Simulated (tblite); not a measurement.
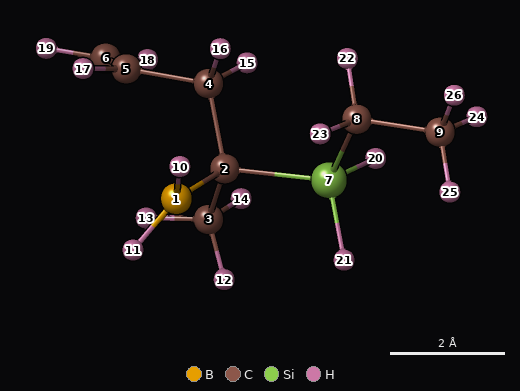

C$_{7}$H$_{17}$BSi, before the relaxation. A ball-and-stick model, seen from a free direction.

These are results of GFN2-xTB geometry optimisation, gas phase (tblite), not measurements.

```xyz
26

B    -0.5517   -1.2877    1.4017
C    -0.4637   -0.6112   -0.0650
C    -1.0423   -1.5686   -1.1101
C    -1.1631    0.7733   -0.0949
C    -2.6472    0.6863    0.1928
C    -3.5539    0.7593   -0.7998
Si    1.3777   -0.3796   -0.4429
C     2.2074    0.8039    0.7678
C     3.6924    0.9250    0.4607
H    -0.1748   -0.7025    2.3577
H    -1.0755   -2.3417    1.5482
H    -0.4963   -2.5293   -1.1426
H    -2.1197   -1.7981   -0.8805
H    -0.9992   -1.1020   -2.1251
H    -0.9871    1.2636   -1.0685
H    -0.7203    1.4357    0.6946
H    -2.9855    0.5347    1.2078
H    -3.2450    0.8860   -1.8307
H    -4.6072    0.6840   -0.5624
H     1.5233    0.1535   -1.7954
H     2.0515   -1.6798   -0.3687
H     1.7195    1.7988    0.6824
H     2.0736    0.4269    1.8104
H     3.8327    1.3159   -0.5686
H     4.1897   -0.0543    0.5570
H     4.1436    1.6304    1.1873
```

Q: Predict the outcome.

A: After 88 geometry steps the energy has fallen by 0.349 eV. The atom that moves furthest after the best rigid fit is H11 (0.66 Å). By element the largest moves are H 0.66 Å, C 0.19 Å, B 0.08 Å, Si 0.08 Å. Near-neighbour distances that change, for instance: B1–C2 1.618 → 1.547 Å, C2–Si7 1.894 → 1.942 Å, C3–H13 1.125 → 1.089 Å, C3–H14 1.118 → 1.090 Å. Bond angles that change, for instance: B1–C2–C3 109.7° → 115.8°, B1–C2–Si7 106.6° → 100.9°, C4–C5–H17 119.6° → 114.5°. Groups turn about B1–C2 by about 30°.

The structure at the end:

```xyz
26

B    -0.4975   -1.2264    1.4050
C    -0.5302   -0.6556   -0.0321
C    -1.0599   -1.6002   -1.1133
C    -1.2077    0.7185   -0.1850
C    -2.6721    0.6151    0.1010
C    -3.6333    0.9242   -0.7489
Si    1.3667   -0.4285   -0.3820
C     2.2262    0.7757    0.8113
C     3.7077    0.9357    0.4898
H    -0.4989   -0.5103    2.3330
H    -0.4160   -2.3817    1.5788
H    -0.5857   -2.5755   -1.0441
H    -2.1345   -1.7357   -0.9977
H    -0.8811   -1.2032   -2.1123
H    -1.0595    1.1137   -1.1941
H    -0.7670    1.4213    0.5271
H    -2.9123    0.2342    1.0863
H    -3.4175    1.2957   -1.7379
H    -4.6763    0.8265   -0.4969
H     1.4572    0.1037   -1.7535
H     2.0536   -1.7277   -0.3499
H     1.7512    1.7573    0.7703
H     2.1216    0.4245    1.8390
H     3.8410    1.3025   -0.5248
H     4.2206   -0.0191    0.5712
H     4.1826    1.6378    1.1728
```

After the run, drawn alike:

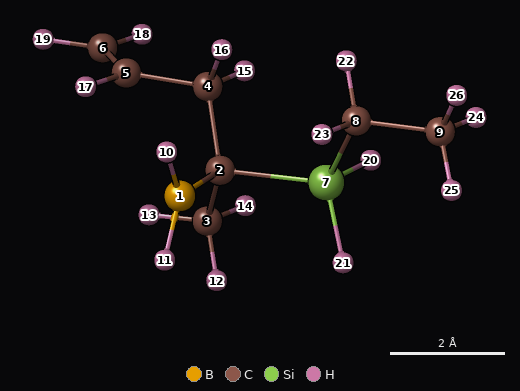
